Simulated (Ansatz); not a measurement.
# C₃H₄F₄: basis-set convergence

Aim: see how fast density functionals converge with the basis set for C₃H₄F₄.

Method: one geometry, several basis sets; program: Ansatz 0.2.0, Gaussian basis.

Levels to be run: PBE0-D4/def2-SVP; ωB97M-V/def2-SVP; PBE0-D4/def2-QZVPP; ωB97M-V/def2-QZVPP; the functionals' def2-TZVPP values are taken from earlier runs.

## Step 1: The relaxed structure

An earlier PBE0-D4 in a triple-zeta def2 set relaxation fixed the geometry.

SMILES `CC(F)C(F)(F)F`, 11 atoms, charge 0, spin multiplicity 1.

Atoms are counted from 1 here; the program's logs count them from 0.

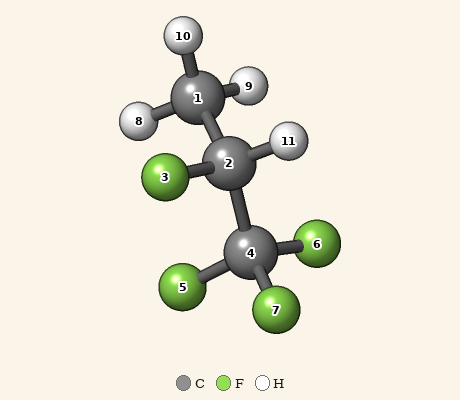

The geometry (carbon grey, fluorine green, hydrogen white); atoms are numbered from 1 in the order of the file.

## Step 2: PBE0-D4 in def2-SVP

in.yaml

```yaml
crystal:
  periodic: [false, false, false]
  atoms:
    - {symbol: C, position_ang: [-0.121419, -1.295689, -0.187421]}
    - {symbol: C, position_ang: [0.530141, -0.032404, 0.305438]}
    - {symbol: F, position_ang: [1.760712, 0.128886, -0.288788]}
    - {symbol: C, position_ang: [-0.287636, 1.214894, -0.004294]}
    - {symbol: F, position_ang: [-0.521569, 1.350360, -1.310051]}
    - {symbol: F, position_ang: [-1.470500, 1.147499, 0.621205]}
    - {symbol: F, position_ang: [0.332807, 2.316905, 0.414975]}
    - {symbol: H, position_ang: [-0.256542, -1.257574, -1.268845]}
    - {symbol: H, position_ang: [-1.093172, -1.434480, 0.288121]}
    - {symbol: H, position_ang: [0.512734, -2.147070, 0.060085]}
    - {symbol: H, position_ang: [0.679945, -0.048327, 1.389974]}
basis:
  gaussian: {orbitals: def2-SVP}
hamiltonian: {xc: pbe0, dispersion: d4}
output: {orbitals: {seedname: orbitals}}
```

The run is started by

```
$ ansatz run in.yaml --threads 4 --pin off --events-out ev --progress --plain --max-ram 11315MiB
```

Log:

```text
Functional definition: PBE0
  name "PBE0"
  cite "Adamo & Barone, J. Chem. Phys. 110, 6158 (1999) doi:10.1063/1.478522"
  cite "Perdew, Burke & Ernzerhof, Phys. Rev. Lett. 77, 3865 (1996) doi:10.1103/PhysRevLett.77.3865"
  parent pbe
  parameter a = 0.25
  parameter kappa = 0.804
  parameter beta = 0.06672455060314922
  exchange = (1 - a)*pbe_x(kappa = kappa, mu = beta*pi^2/3) + a*exact_x
  correlation = pbe_c(beta = beta)
1298 factors; their error is unknown
mean field evaluation 1: about -14014.9854 eV, gradient 4.9e1 eV
mean field evaluation 2: about -14013.8848 eV, gradient 5.6e1 eV
mean field evaluation 4: about -14019.4562 eV, gradient 1.9e0 eV
mean field evaluation 8: about -14019.4558 eV, gradient 1.4e-1 eV
mean field evaluation 16: about -14019.4585 eV, gradient 1.1e-4 eV
mean field -14019.45849156 eV, -515.2055968345 hartree, gradient 4.2e-5 eV, S^2 0.000000; 0 other end points of the search recorded, 0 dependent functions left out
reference -14019.45850998 eV, -515.2055975114 hartree; 29, 29 occupied and 89, 89 virtual orbitals, 1298 factors
Total energy: -14019.62133359 eV, -515.2115811689 hartree
```

Wall time 1.4 s (4 threads of Arm Neoverse V1, shared host); peak memory 0.28 GiB.

## Step 3: ωB97M-V in def2-SVP

in.yaml, as its differences from that of step 2:

```diff
@@ -16,3 +16,3 @@
   gaussian: {orbitals: def2-SVP}
-hamiltonian: {xc: pbe0, dispersion: d4}
+hamiltonian: {xc: {name: wB97M-V}}
 output: {orbitals: {seedname: orbitals}}
```

Same command.

Log, cut to the lines that bear on the results:

```text
Functional definition: wB97M-V
  name "wB97M-V"
  cite "Mardirossian & Head-Gordon, J. Chem. Phys. 144, 214110 (2016) doi:10.1063/1.4952647"
  cite "Becke, J. Chem. Phys. 107, 8554 (1997) doi:10.1063/1.475007"
  cite "Vydrov & Van Voorhis, J. Chem. Phys. 133, 244103 (2010) doi:10.1063/1.3521275"
  # Of w^i u^j: cxij and so on, Table III.
[...]
  gx(w, u) = 1 - cx + cx01*u + cx10*w
  gss(w, u) = css00 + css04*u^4 + css10*w + css20*w^2 + css43*w^4*u^3
  gos(w, u) = cos00 + cos10*w + (cos20 + cos21*u)*w^2 + (cos60 + cos61*u)*w^6
[...]
      + integral(e_c_pw_mod_opposite_spin*gos(b97_w_opposite, b97_u_opposite)) + vv10(b, c)
1298 factors; their error is unknown
258 factors; integrals over basis functions are off by at most 5.8e-6 eV
[...]
mean field -14029.20653463 eV, -515.5638308101 hartree, gradient 2.5e-5 eV, S^2 0.000000; 0 other end points of the search recorded, 0 dependent functions left out
reference -14029.20656343 eV, -515.5638318684 hartree; 29, 29 occupied and 89, 89 virtual orbitals, 1298 factors
Total energy: -14029.20656343 eV, -515.5638318684 hartree
```

It took 5.5 s on 4 threads of Arm Neoverse V1, shared host; peak memory 0.38 GiB.

## Step 4: PBE0-D4 in def2-QZVPP

in.yaml, as its differences from that of step 3:

```diff
@@ -15,4 +15,4 @@
 basis:
-  gaussian: {orbitals: def2-SVP}
-hamiltonian: {xc: {name: wB97M-V}}
+  gaussian: {orbitals: "def2-QZVPP.json"}
+hamiltonian: {xc: pbe0, dispersion: d4}
 output: {orbitals: {seedname: orbitals}}
```

Same command.

Log:

```text
Functional definition: PBE0
  name "PBE0"
  cite "Adamo & Barone, J. Chem. Phys. 110, 6158 (1999) doi:10.1063/1.478522"
  cite "Perdew, Burke & Ernzerhof, Phys. Rev. Lett. 77, 3865 (1996) doi:10.1103/PhysRevLett.77.3865"
  parent pbe
  parameter a = 0.25
  parameter kappa = 0.804
  parameter beta = 0.06672455060314922
  exchange = (1 - a)*pbe_x(kappa = kappa, mu = beta*pi^2/3) + a*exact_x
  correlation = pbe_c(beta = beta)
1513 factors; their error is unknown
mean field evaluation 1: about -14030.8934 eV, gradient 5.8e1 eV
mean field evaluation 2: about -14029.7107 eV, gradient 6.3e1 eV
mean field evaluation 4: about -14036.8981 eV, gradient 2.9e0 eV
mean field evaluation 8: about -14036.9052 eV, gradient 5.3e-2 eV
mean field evaluation 16: about -14036.9055 eV, gradient 1.2e-4 eV
mean field -14036.90551158 eV, -515.8467629944 hartree, gradient 7.8e-5 eV, S^2 0.000000; 0 other end points of the search recorded, 0 dependent functions left out
reference -14036.90554281 eV, -515.8467641421 hartree; 29, 29 occupied and 490, 490 virtual orbitals, 1513 factors
Total energy: -14037.06836643 eV, -515.8527477996 hartree
```

Wall time 9.5 s (4 threads of Arm Neoverse V1, shared host); peak memory 2 GiB.

## Step 5: ωB97M-V in def2-QZVPP

in.yaml, as its differences from that of step 4:

```diff
@@ -16,3 +16,3 @@
   gaussian: {orbitals: "def2-QZVPP.json"}
-hamiltonian: {xc: pbe0, dispersion: d4}
+hamiltonian: {xc: {name: wB97M-V}}
 output: {orbitals: {seedname: orbitals}}
```

Same command.

Log, cut to the lines that bear on the results:

```text
Functional definition: wB97M-V
  name "wB97M-V"
  cite "Mardirossian & Head-Gordon, J. Chem. Phys. 144, 214110 (2016) doi:10.1063/1.4952647"
  cite "Becke, J. Chem. Phys. 107, 8554 (1997) doi:10.1063/1.475007"
  cite "Vydrov & Van Voorhis, J. Chem. Phys. 133, 244103 (2010) doi:10.1063/1.3521275"
  # Of w^i u^j: cxij and so on, Table III.
[...]
  gx(w, u) = 1 - cx + cx01*u + cx10*w
  gss(w, u) = css00 + css04*u^4 + css10*w + css20*w^2 + css43*w^4*u^3
  gos(w, u) = cos00 + cos10*w + (cos20 + cos21*u)*w^2 + (cos60 + cos61*u)*w^6
[...]
      + integral(e_c_pw_mod_opposite_spin*gos(b97_w_opposite, b97_u_opposite)) + vv10(b, c)
1513 factors; their error is unknown
329 factors; integrals over basis functions are off by at most 5.4e-6 eV
[...]
mean field -14047.04193757 eV, -516.2192697786 hartree, gradient 2.1e-5 eV, S^2 0.000000; 0 other end points of the search recorded, 0 dependent functions left out
reference -14047.04198746 eV, -516.2192716122 hartree; 29, 29 occupied and 490, 490 virtual orbitals, 1513 factors
Total energy: -14047.04198746 eV, -516.2192716122 hartree
```

Wall time 22 s (4 threads of Arm Neoverse V1, shared host); peak memory 2.4 GiB.

## Step 6: Density functionals: the series

The def2-TZVPP values come from earlier runs at the same geometry.

```
functional       basis  functions  energy (eV)  from the largest (eV)  HOMO (eV)  LUMO (eV)
   PBE0-D4    def2-SVP        118  -14019.6213                 17.447      -9.94       1.87
   PBE0-D4  def2-TZVPP        273  -14036.3556                  0.713     -10.08       1.25
   PBE0-D4  def2-QZVPP        519  -14037.0684                  0.000     -10.12       0.73
   ωB97M-V    def2-SVP        118  -14029.2066                 17.835     -12.32       3.55
   ωB97M-V  def2-TZVPP        273  -14046.3665                  0.675     -12.49       2.69
   ωB97M-V  def2-QZVPP        519  -14047.0420                  0.000     -12.53       1.87
```

## Step 7: What came out

| quantity | value |
| --- | --- |
| PBE0-D4: double and triple zeta above quadruple | 17.45, 0.71 eV |
| ωB97M-V: double and triple zeta above quadruple | 17.84, 0.68 eV |

What this shows: PBE0-D4 gains 16.73 eV from double to triple zeta, then 0.71 eV more. Total energies overstate the basis error of differences, where much of it tends to cancel. The LUMO of ωB97M-V is positive and keeps falling with the basis (3.55 to 1.87 eV): an unbound level that the basis holds in place.

For PBE0-D4 the largest set took about 7 times as long as the smallest (9.5 s against 1.4 s).
